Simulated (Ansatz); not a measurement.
**IBrCl2: complex band structure**

Wanted: the relaxed cell of IBrCl2, its band edges and its decay constants. It is built by putting I for part of the Br in the BrCl structure of space group Cmcm, with the volume rescaled by atomic radii. The parent structure comes from the Materials Project.

Main program and level: Ansatz 0.2.0; LDA DFT, plane waves, PAW files, in the first sound run; inputs show where later runs differ.

The structure was built from a prototype and need not be the compound's stable phase.

## Step 1: The starting structure

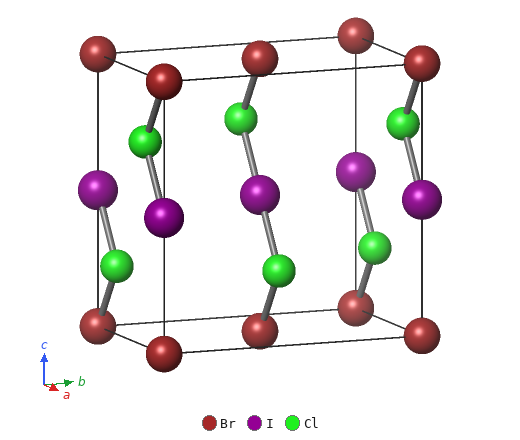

The cell as given, slightly off an axis (bromine red, iodine purple, chlorine green). This picture shows the conventional cell, with its axes. Bonds to atoms that aren't drawn are left out. Some periodic images of atoms are drawn too.

## Step 2: Cell and atoms at rest

The substituted atoms don't fit the parent's cell, so cell and atoms relax together. A small smearing keeps the run stable in case the gap closes on the way.

input.yaml reads:

```yaml
crystal:
  lattice:
    - [4.0456360329, -2.5305380857, 0.0]
    - [4.0456360329, 2.5305380857, 0.0]
    - [0.0, 0.0, 8.0224098132]
  atoms:
    - { symbol: Br, position: [0.0, 0.0, 0.0] }
    - { symbol: I, position: [0.0, 0.0, 0.5] }
    - { symbol: Cl, position: [0.286648, 0.713352, 0.25] }
    - { symbol: Cl, position: [0.713352, 0.286648, 0.75] }
kpoints:
  mp_grid: { grid: [6, 6, 4] }
scf:
  occupations: { method: gaussian, width: 0.03 }
hamiltonian:
  xc: lda
output:
  forces: true
  stress: true
relax:
  f_tol: 0.02
  max_steps: 60
  cell: {}
```

Launch:

```
$ ansatz run input.yaml --threads 2 --pin off --max-ram 4096MiB --backend cpu --events-out ev --progress --plain --runs-dir out
```

Numbers of over 12 decimals in the logs are rounded to 6 here.

The program printed:

```text
Engine: ansatz 0.2.0, aarch64-unknown-linux-gnu
Pseudopotentials: kind: paw
Pseudopotential: Br, paw, valence charge 7, recommended cutoff 420 eV (normal), Br.paw.azcp
Pseudopotential: I, paw, valence charge 17, recommended cutoff 420 eV (normal), I.paw.azcp
Pseudopotential: Cl, paw, valence charge 7, recommended cutoff 420 eV (normal), Cl.paw.azcp
Functional definition: SPW92
  exchange = slater_x
  correlation = pw_c
Crystal: 4 atoms, lattice volume = 164.261 Å³
Basis set: ecut = 420 eV, 3207 PW (Γ)
Bands: 23, of which v1, the nominal top of the filled ones, is band 19 counted from 1 (18 counted from 0)
Symmetry: 4 space group operations
Space group: C2/m (ITA 12), of the structure as read, at distance tolerance 5.5e-5 Å
k-points: 47 of 144
Non-local potential: Br, projectors of the file, l = 0: 2, l = 1: 2, l = 2: 2
Non-local potential: I, projectors of the file, l = 0: 2, l = 1: 2, l = 2: 2, l = 3: 2
Non-local potential: Cl, projectors of the file, l = 0: 2, l = 1: 2, l = 2: 2
PAW form: soft (Blöchl's): semilocal exchange-correlation on the pseudo side does not see the compensation charge
PAW frozen core: Br, regenerated for the run's functional, and the local potential with it (the file was generated under x = pbe(κ = 0.804, μ = 0.219515), c = pbe(β = 0.066725))
PAW frozen core: I, regenerated for the run's functional, and the local potential with it (the file was generated under x = pbe(κ = 0.804, μ = 0.219515), c = pbe(β = 0.066725))
PAW frozen core: Cl, regenerated for the run's functional, and the local potential with it (the file was generated under x = pbe(κ = 0.804, μ = 0.219515), c = pbe(β = 0.066725))
PAW one-centre angular grid: Br, 110 points (default); XC on 64 Gauss nodes
PAW one-centre angular grid: I, 590 points (default); XC on 64 Gauss nodes
PAW one-centre angular grid: Cl, 110 points (default); XC on 64 Gauss nodes
Initial density: superposition of atomic densities (neutral atoms: chi_scale 0, normalization atom), corrected by the library's trained network
Initial wavefunctions: pseudopotential atomic-orbital guess
Functional: x = slater, c = lda
SCF iter   1: F=—  HF=-12137.795412 eV  |F-HF|=—  |Δ(HF+E_count)|=         —  Δρ=5.37e-3  dr2=5.39e-2  ethr=1.77e-3  ⟨swp⟩=8.2  Hψ=6166  notcnv=0
preconditioner: auto → Resta (q_TF=auto, 2.138 Å⁻¹)  ε∞=3.3  [insulator: Δε(μ)=1.362 eV  Ē_g=10.087 eV  σ=0.030 eV  W_gap=1.00  n_scr=22 (ndim 8)  ℏωp=15.3 eV  f_vac=0.223  D(μ)=0.00/eV (n_scr^D=0)  ε∞_Penn≈3.3]
SCF iter   2: F=—  HF=-12137.781926 eV  |F-HF|=—  |Δ(HF+E_count)|=   1.35e-2  Δρ=2.42e-3  dr2=7.32e-3  ethr=1.42e-4  ⟨swp⟩=3.4  Hψ=2058  notcnv=0
SCF iter   3: F=—  HF=-12137.780052 eV  |F-HF|=—  |Δ(HF+E_count)|=   1.87e-3  Δρ=6.64e-4  dr2=7.12e-4  ethr=1.93e-5  ⟨swp⟩=2.7  Hψ=2000  notcnv=0
SCF iter   4: F=—  HF=-12137.779972 eV  |F-HF|=—  |Δ(HF+E_count)|=   8.04e-5  Δρ=1.41e-4  dr2=7.05e-5  ethr=1.87e-6  ⟨swp⟩=2.0  Hψ=1575  notcnv=0
SCF iter   5: F=—  HF=-12137.779981 eV  |F-HF|=—  |Δ(HF+E_count)|=   9.40e-6  Δρ=5.15e-5  dr2=9.16e-6  ethr=1.86e-7  ⟨swp⟩=2.5  Hψ=1546  notcnv=0
SCF iter   6: F=—  HF=-12137.779984 eV  |F-HF|=—  |Δ(HF+E_count)|=   2.98e-6  Δρ=1.72e-5  dr2=7.83e-7  ethr=2.41e-8  ⟨swp⟩=2.1  Hψ=1612  notcnv=0
SCF iter   7: F=-12137.779985 eV  HF=-12137.779985 eV  |F-HF|=2.56e-8  |Δ(HF+E_count)|=   1.79e-7  Δρ=4.32e-6  dr2=5.25e-8  ethr=2.63e-10  ⟨swp⟩=5.0  Hψ=4281  notcnv=0
SCF 1 converged in 7 iterations: F = -12137.779985 eV  dr2 = 5.25e-8
  greatest PAW one-centre occupation: 1.000 electrons in one spin orbital (limit 2), on the I atom at site 1 (counted from 0), in its partial waves of l = 2
relax step   1: F+E_penalty+E_count = -12137.77998461 eV  Δ(F+E_penalty+E_count) = +0.000e0 eV  max|allowed force component| = 8.572e-1 eV/Å  Δτ_max = 0.0000 Å  P = -0.955 GPa  Ω = 164.261 Å³  (7 SCF iters, dr2 threshold 1.00e-7 eV, accepted)
Crystal: 4 atoms, lattice volume = 151.831 Å³
Basis set: ecut = 420 eV, 2981 PW (Γ)
Initial density: handed on by an earlier stage of this run
Initial wavefunctions: those handed on with the density
iter 1 solved again at ethr=8.71e-5 eV; its pass at ethr=3.10e-3 eV (dr2=3.31e-2 eV) is discarded
SCF iter   1: F=—  HF=-12137.951329 eV  |F-HF|=—  |Δ(HF+E_count)|=         —  Δρ=4.88e-3  dr2=3.34e-2  ethr=8.71e-5  ⟨swp⟩=2.2  Hψ=7447  notcnv=0
preconditioner: auto → Resta (q_TF=auto, 2.166 Å⁻¹)  ε∞=3.4  [insulator: Δε(μ)=1.770 eV  Ē_g=10.204 eV  σ=0.030 eV  W_gap=1.00  n_scr=22 (ndim 8)  ℏωp=15.9 eV  f_vac=0.157  D(μ)=0.00/eV (n_scr^D=0)  ε∞_Penn≈3.4]
SCF iter   2: F=—  HF=-12137.942837 eV  |F-HF|=—  |Δ(HF+E_count)|=   8.49e-3  Δρ=2.52e-3  dr2=8.01e-3  ethr=8.71e-5  ⟨swp⟩=2.3  Hψ=1285  notcnv=0
SCF iter   3: F=—  HF=-12137.940484 eV  |F-HF|=—  |Δ(HF+E_count)|=   2.35e-3  Δρ=3.07e-4  dr2=2.54e-4  ethr=2.11e-5  ⟨swp⟩=2.4  Hψ=1708  notcnv=0
SCF iter   4: F=—  HF=-12137.940480 eV  |F-HF|=—  |Δ(HF+E_count)|=   4.48e-6  Δρ=9.42e-5  dr2=3.03e-5  ethr=6.68e-7  ⟨swp⟩=2.4  Hψ=1722  notcnv=0
SCF iter   5: F=—  HF=-12137.940482 eV  |F-HF|=—  |Δ(HF+E_count)|=   1.75e-6  Δρ=2.94e-5  dr2=2.21e-6  ethr=7.99e-8  ⟨swp⟩=2.7  Hψ=1646  notcnv=0
SCF iter   6: F=-12137.940482 eV  HF=-12137.940482 eV  |F-HF|=8.86e-8  |Δ(HF+E_count)|=   2.74e-7  Δρ=1.16e-5  dr2=2.98e-7  ethr=1.05e-9  ⟨swp⟩=5.0  Hψ=4276  notcnv=0
SCF 2 converged in 6 iterations: F = -12137.940482 eV  dr2 = 2.98e-7
relax step   2: F+E_penalty+E_count = -12137.94048189 eV  Δ(F+E_penalty+E_count) = -1.605e-1 eV  max|allowed force component| = 1.944e-2 eV/Å  Δτ_max = 0.1076 Å  P = -1.018 GPa  Ω = 151.831 Å³  energy of the carried Pulay correction = +1.159e-3 eV  (6 SCF iters, dr2 threshold 4.00e-7 eV, accepted)
Crystal: 4 atoms, lattice volume = 134.637 Å³
Basis set: ecut = 420 eV, 2623 PW (Γ)
iter 1 solved again at ethr=7.76e-5 eV; its pass at ethr=3.10e-3 eV (dr2=2.95e-2 eV) is discarded
SCF iter   1: F=—  HF=-12138.040952 eV  |F-HF|=—  |Δ(HF+E_count)|=         —  Δρ=5.04e-3  dr2=3.00e-2  ethr=7.76e-5  ⟨swp⟩=2.1  Hψ=7469  notcnv=0
preconditioner: auto → Resta (q_TF=auto, 2.210 Å⁻¹)  ε∞=3.7  [insulator: Δε(μ)=1.822 eV  Ē_g=10.394 eV  σ=0.030 eV  W_gap=1.00  n_scr=22 (ndim 8)  ℏωp=16.9 eV  f_vac=0.078  D(μ)=0.00/eV (n_scr^D=0)  ε∞_Penn≈3.7]
SCF iter   2: F=—  HF=-12138.034021 eV  |F-HF|=—  |Δ(HF+E_count)|=   6.93e-3  Δρ=2.60e-3  dr2=6.51e-3  ethr=7.76e-5  ⟨swp⟩=2.2  Hψ=1280  notcnv=0
SCF iter   3: F=—  HF=-12138.032406 eV  |F-HF|=—  |Δ(HF+E_count)|=   1.61e-3  Δρ=3.66e-4  dr2=2.36e-4  ethr=1.71e-5  ⟨swp⟩=2.1  Hψ=1525  notcnv=0
SCF iter   4: F=—  HF=-12138.032395 eV  |F-HF|=—  |Δ(HF+E_count)|=   1.14e-5  Δρ=9.81e-5  dr2=2.14e-5  ethr=6.22e-7  ⟨swp⟩=2.5  Hψ=1682  notcnv=0
SCF iter   5: F=—  HF=-12138.032397 eV  |F-HF|=—  |Δ(HF+E_count)|=   1.64e-6  Δρ=2.34e-5  dr2=1.06e-6  ethr=5.63e-8  ⟨swp⟩=2.5  Hψ=1625  notcnv=0
SCF iter   6: F=-12138.032397 eV  HF=-12138.032397 eV  |F-HF|=8.06e-8  |Δ(HF+E_count)|=   1.00e-7  Δρ=8.29e-6  dr2=1.54e-7  ethr=1.05e-9  ⟨swp⟩=5.0  Hψ=4209  notcnv=0
SCF 3 converged in 6 iterations: F = -12138.032397 eV  dr2 = 1.54e-7
relax step   3: F+E_penalty+E_count = -12138.03239658 eV  Δ(F+E_penalty+E_count) = -9.191e-2 eV  max|allowed force component| = 3.135e-1 eV/Å  Δτ_max = 0.1105 Å  P = -0.244 GPa  Ω = 134.637 Å³  energy of the carried Pulay correction = +2.921e-3 eV  (6 SCF iters, dr2 threshold 4.00e-7 eV, accepted)
[...]
relax step   4: F+E_penalty+E_count = -12138.10978209 eV  Δ(F+E_penalty+E_count) = -7.739e-2 eV  max|allowed force component| = 1.563e-1 eV/Å  Δτ_max = 0.1050 Å  P = -0.032 GPa  Ω = 121.530 Å³  energy of the carried Pulay correction = +4.408e-3 eV  (6 SCF iters, dr2 threshold 4.00e-7 eV, accepted)
[...]
relax step   5: F+E_penalty+E_count = -12138.15086188 eV  Δ(F+E_penalty+E_count) = -4.108e-2 eV  max|allowed force component| = 4.706e-2 eV/Å  Δτ_max = 0.0203 Å  P = +0.130 GPa  Ω = 113.723 Å³  energy of the carried Pulay correction = +5.360e-3 eV  (6 SCF iters, dr2 threshold 4.00e-7 eV, accepted)
[...]
relax step   6: F+E_penalty+E_count = -12138.16465200 eV  Δ(F+E_penalty+E_count) = -1.379e-2 eV  max|allowed force component| = 1.031e-2 eV/Å  Δτ_max = 0.0924 Å  P = -0.047 GPa  Ω = 114.118 Å³  energy of the carried Pulay correction = +5.311e-3 eV  (6 SCF iters, dr2 threshold 4.00e-7 eV, accepted)
[...]
relax step   7: F+E_penalty+E_count = -12138.16674607 eV  Δ(F+E_penalty+E_count) = -2.094e-3 eV  max|allowed force component| = 4.593e-3 eV/Å  Δτ_max = 0.0188 Å  P = +0.000 GPa  Ω = 112.844 Å³  energy of the carried Pulay correction = +5.471e-3 eV  (6 SCF iters, dr2 threshold 1.43e-7 eV, accepted)
[...]
relax step   8: F+E_penalty+E_count = -12138.16338782 eV  Δ(F+E_penalty+E_count) = +3.358e-3 eV  max|allowed force component| = 4.787e-3 eV/Å  Δτ_max = 0.0000 Å  P = -0.010 GPa  Ω = 112.844 Å³  stress off target by 5.41e-2 GPa  SCF on the basis re-selected at this cell (its energy is not comparable with the rows above)  (6 SCF iters)
[...]
relax step   9: F+E_penalty+E_count = -12138.16347038 eV  Δ(F+E_penalty+E_count) = -8.255e-5 eV  max|allowed force component| = 3.621e-3 eV/Å  Δτ_max = 0.0040 Å  P = -0.006 GPa  Ω = 112.712 Å³  energy of the carried Pulay correction = +1.818e-5 eV  (6 SCF iters, dr2 threshold 7.32e-9 eV, accepted)
iter 1 solved again at ethr=2.07e-7 eV; its pass at ethr=3.10e-3 eV (dr2=7.85e-5 eV) is discarded
SCF iter   1: F=—  HF=-12138.163447 eV  |F-HF|=—  |Δ(HF+E_count)|=         —  Δρ=2.74e-5  dr2=1.81e-8  ethr=2.07e-7  ⟨swp⟩=4.2  Hψ=9663  notcnv=0
eigensolver tolerance schedule: the retry pair's looser diagonalisation over-reported the residual by 4326.07 of it (diagonalisation noise at 0.41 of the residual, at the tolerance the schedule requests for it); recorded, not acted on — ethr = c·dr2/N_el stays at c = 1.0e-1
preconditioner: auto → Resta (q_TF=auto, 2.276 Å⁻¹)  ε∞=4.1  [insulator: Δε(μ)=1.056 eV  Ē_g=10.560 eV  σ=0.030 eV  W_gap=1.00  n_scr=22 (ndim 8)  ℏωp=18.5 eV  f_vac=0.000  D(μ)=0.00/eV (n_scr^D=0)  ε∞_Penn≈4.1]
SCF iter   2: F=—  HF=-12138.163451 eV  |F-HF|=—  |Δ(HF+E_count)|=   3.88e-6  Δρ=1.38e-5  dr2=4.70e-9  ethr=4.78e-11  ⟨swp⟩=3.2  Hψ=2572  notcnv=0
SCF iter   3: F=—  HF=-12138.163451 eV  |F-HF|=—  |Δ(HF+E_count)|=   2.88e-7  Δρ=9.16e-7  dr2=2.57e-10  ethr=1.24e-11  ⟨swp⟩=2.1  Hψ=1549  notcnv=0
iter 4 did not close the SCF: its close was put off for the readings that it lacked (scf_convergence_deferred on its scf_iter line)
SCF iter   4: F=-12138.163451 eV  HF=-12138.163451 eV  |F-HF|=3.82e-11  |Δ(HF+E_count)|=  6.37e-10  Δρ=1.87e-7  dr2=2.91e-11  ethr=1.00e-12  ⟨swp⟩=2.0  Hψ=1971  notcnv=0
iter 5 did not close the SCF: its close was put off for the readings that it lacked (scf_convergence_deferred on its scf_iter line)
SCF iter   5: F=-12138.163451 eV  HF=-12138.163451 eV  |F-HF|=7.28e-12  |Δ(HF+E_count)|=  1.82e-11  Δρ=4.76e-8  dr2=2.00e-12  ethr=1.00e-12  ⟨swp⟩=1.0  Hψ=1081  notcnv=0
iter 6 did not close the SCF: its close was put off for the readings that it lacked (scf_convergence_deferred on its scf_iter line)
SCF iter   6: F=-12138.163451 eV  HF=-12138.163451 eV  |F-HF|=0.00e0  |Δ(HF+E_count)|=  7.28e-12  Δρ=9.00e-9  dr2=9.06e-14  ethr=1.00e-12  ⟨swp⟩=1.0  Hψ=1081  notcnv=0
iter 7 did not close the SCF: its close was put off for the readings that it lacked (scf_convergence_deferred on its scf_iter line)
SCF iter   7: F=-12138.163451 eV  HF=-12138.163451 eV  |F-HF|=1.82e-12  |Δ(HF+E_count)|=  1.82e-12  Δρ=6.44e-9  dr2=3.84e-14  ethr=1.00e-12  ⟨swp⟩=1.0  Hψ=1081  notcnv=0
SCF iter   8: F=-12138.163451 eV  HF=-12138.163451 eV  |F-HF|=3.64e-12  |Δ(HF+E_count)|=  1.82e-12  Δρ=3.76e-9  dr2=2.01e-14  ethr=1.00e-12  ⟨swp⟩=2.0  Hψ=2719  notcnv=0
SCF 10 converged in 8 iterations: F = -12138.163451 eV  dr2 = 2.01e-14
relax step  10: F+E_penalty+E_count = -12138.16345126 eV  Δ(F+E_penalty+E_count) = +1.912e-5 eV  max|allowed force component| = 3.622e-3 eV/Å  Δτ_max = 0.0000 Å  P = -0.006 GPa  Ω = 112.712 Å³  stress off target by 2.39e-2 GPa  SCF on the basis re-selected at this cell (its energy is not comparable with the rows above)  (8 SCF iters)
basis re-selected at this cell: Δ(F+E_penalty+E_count) = +1.912e-5 eV, ΔP = +0.000 GPa vs the last step (what re-selecting the basis moved, of the pressure what is left beyond the Pulay correction that the steps carried, after the strain that the cell walked since its last selection, with what the two solves' SCF thresholds leave and, on support functions, any second-order correction that the steps lacked; it is no m [...]
SCF converged after 8 iterations
Free energy (F): -12138.163451 eV
Harris-Foulkes:  -12138.163451 eV  (|F-HF|=3.64e-12)
Internal energy: -12138.163451 eV  (E = F + TS)
E sigma→0 (E₀):  -12138.163451 eV
Fermi energy:    4.788464 eV
--- Per-component energies (eV) ---
  E_band       = -462.792992
  E_kinetic    = 642.368167
  E_local      = -2961.292034  (includes V_loc(G=0)·N_el)
  E_nonlocal   = 45.014542
  E_hartree    = 1353.795613
  E_xc         = -597.939439
  E_vxc        = -473.350267  (∫ρ·V_xc dr)
  E_paw        = -8068.198726  (= ΣΔE_a)
  E_vpaw       = -423.124913  (= ΣTr[D̂ρ^β])
  E_aug_tail   = 0.000280  (compensation charges beyond the density's cutoff)
  E_ewald      = -2553.280564
  E_core_change = 1.368710  (= ΣΔE_core)
  E_smearing   = -0.000000  (= −TS)
  E_closure    = 0.000000  (closes the sum)
  Σ components = -12138.163451   (vs F -12138.163451, Δ=0.00e0)
--- Forces (eV/Å), atoms counted from 1 ---
  atom   1  Br     0.00000000     0.00000000     0.00000000
  atom   2  I      0.00000000     0.00000000     0.00000000
  atom   3  Cl     0.00000000    -0.00010214     0.00362192
  atom   4  Cl     0.00000000     0.00010214    -0.00362192
  max |Σ_I F_I| component: 1.36e-20 eV/Å
--- Stress (GPa, compression-positive) ---
        0.005107       0.000000       0.000000
        0.000000      -0.020620      -0.008375
        0.000000      -0.008375      -0.002219
  P = ⅓ Tr σ = -0.0059 GPa (-0.059 kbar)
--- Relaxed structure (8 steps of the walk, 8 accepted, 2 SCFs on fresh bases) ---
  F+E_penalty+E_count = -12138.16345126 eV   max|allowed force component| = 3.622e-3 eV/Å   (the final SCF, on the basis selected at the relaxed cell)
  cell:  # Å, volume = 112.7120 Å³
    - [3.225880, -2.208168, -0.013130]
    - [3.225880, 2.208168, 0.013130]
    - [0.0, 0.041626, 7.911763]
  atoms:
    - { symbol: Br, position: [-6.855156560494706e-19, 6.855156560494706e-19, 0.0] }
    - { symbol: I, position: [-8.673617379884035e-19, 8.673617379884035e-19, 0.5] }
    - { symbol: Cl, position: [0.331800, 0.668200, 0.240130] }
    - { symbol: Cl, position: [0.668200, 0.331800, 0.759870] }
```

Wall time 38 s (2 threads of Arm Neoverse V2, shared host); peak memory 0.47 GiB.

The steps of the relaxation:

| step | energy less that of the first step (eV) | largest force component (eV/Å) | pressure (GPa) | volume (Å³) |
| --- | --- | --- | --- | --- |
| 1 | 0.0000 | 0.8572 | -0.96 | 164.26 |
| 2 | -0.1605 | 0.0194 | -1.02 | 151.83 |
| 3 | -0.2524 | 0.3135 | -0.24 | 134.64 |
| 4 | -0.3298 | 0.1563 | -0.03 | 121.53 |
| 5 | -0.3709 | 0.0471 | 0.13 | 113.72 |
| 6 | -0.3847 | 0.0103 | -0.05 | 114.12 |
| 7 | -0.3868 | 0.0046 | 0.00 | 112.84 |
| 8* | -0.3834 | 0.0048 | -0.01 | 112.84 |
| 9 | -0.3835 | 0.0036 | -0.01 | 112.71 |
| 10* | -0.3835 | 0.0036 | -0.01 | 112.71 |

Relaxation steps marked * repeat the geometry before them on a plane-wave basis chosen anew for their cell, so energy and pressure can jump there.

Forces are held to the 4 operations that the run works with; a distortion that breaks them can't arise in this run.

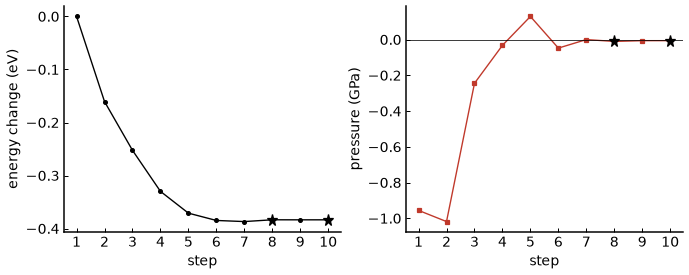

Energy and pressure along the relaxation. Stars mark steps on a basis chosen anew.

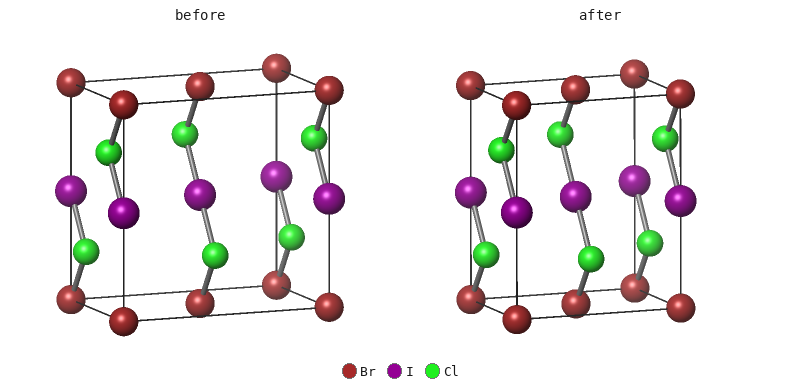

Before and after, at one scale. Bonds to atoms that aren't drawn are left out.

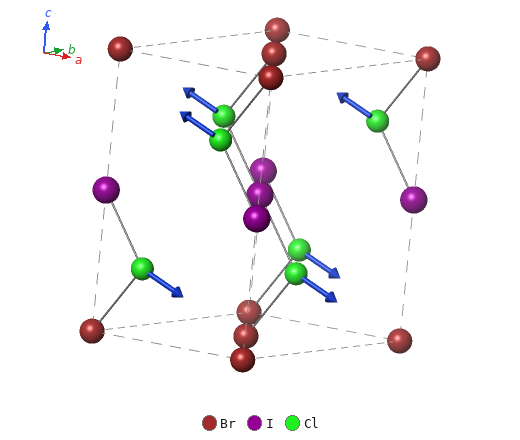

Displacements in the relaxation, exaggerated, measured against the changing cell; the longest in the cell stands for 0.21 Å. Bonds to atoms that aren't drawn are left out. Some periodic images of atoms are drawn too.

| cell as run | before | after | change |
| --- | --- | --- | --- |
| a (Å) | 4.772 | 3.909 | -18.1 % |
| b (Å) | 4.772 | 3.909 | -18.1 % |
| c (Å) | 8.022 | 7.912 | -1.4 % |
| α (°) | 90.00 | 89.64 | -0.4 % |
| β (°) | 90.00 | 90.36 | +0.4 % |
| γ (°) | 64.05 | 68.79 | +7.4 % |
| volume (Å³/atom) | 41.07 | 28.18 | -31.4 % |

The atoms that moved most (Å, as changes of fractional coordinates times the final cell):

| atom | dx | dy | dz | length |
| --- | --- | --- | --- | --- |
| Cl4 | 0.000 | 0.200 | 0.079 | 0.215 |
| Cl3 | 0.000 | -0.200 | -0.079 | 0.215 |

Final coordinates:

```xyz
4
Lattice="3.2259 -2.2082 -0.0131 3.2259 2.2082 0.0131 0.0000 0.0416 7.9118" Properties=species:S:1:pos:R:3 pbc="T T T"
Br    0.0000    0.0000    0.0000
I     0.0000    0.0208    3.9559
Cl    3.2259    0.7528    1.9043
Cl    3.2259   -0.7112    6.0075
```

This step gave:

```
free energy  : -12138.1635 eV
Fermi energy : 4.788 eV
pressure     : -0.005911 GPa
```

The largest force component on a free atom ends at 0.0036 eV/Å.

(Continued in part 2 of 3.)

[Logs are printed without paths, hosts, clocks, repeated set-up lines and the standing remarks that a program may print on its own settings, such as how far it seeks lower states.]

[Hosts, paths, dates, database ids (printed as entryN), source tags and the programs' standing remarks are cut or masked in the printed files.]
